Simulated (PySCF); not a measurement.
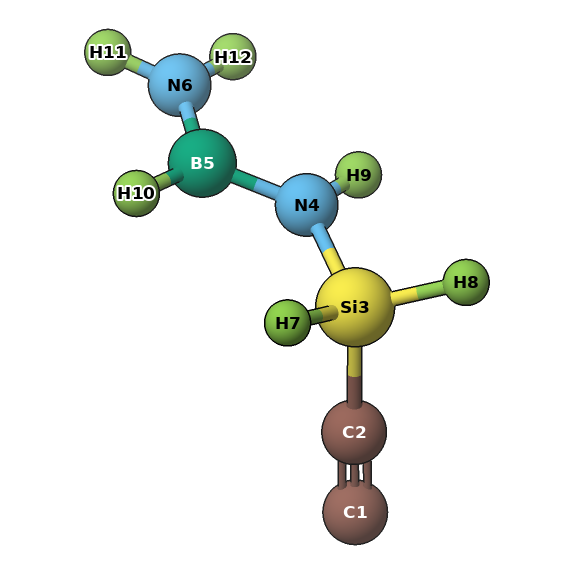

Charge 0, doublet. Computed geometry: GFN2-xTB optimisation. No frequency run is at hand to confirm it as a minimum. Method: UKS B3LYP, pcH-1 on B C H N Si, non-relativistic (PySCF 2.14.0). Fermi-contact and spin-dipolar terms alone, no spin-orbit part.

Which nucleus has the largest dipolar (anisotropic) hyperfine coupling?

Answer. 13C at C1: principal values −56.9, −56.4, 113.3 MHz.

List the isotropic and dipolar parts for the most strongly coupled nuclei, one of each equivalent set.

| atom | isotope | a_iso (MHz) | dipolar part (MHz) |
| --- | --- | --- | --- |
| C1 | 13C | 858.0 | −56.9, −56.4, 113.3 |
| C2 | 13C | 104.9 | −30.0, −29.1, 59.1 |
| Si3 | 29Si | −10.9 | −8.0, 3.8, 4.2 |
| N4 | 14N | 0.0 | −1.3, −1.2, 2.5 |
| H9 | 1H | −1.5 | −1.8, 0.3, 1.6 |
| H8 | 1H | 1.4 | −1.1, −0.7, 1.8 |
| H7 | 1H | 0.5 | −1.0, −0.7, 1.8 |
| H10 | 1H | 0.1 | −0.6, −0.3, 0.9 |

The geometry is semi-empirical. Around B, Si such bond lengths and angles can be off by a tenth of an ångström or more and by several degrees, and values that hang on the shape move with them.
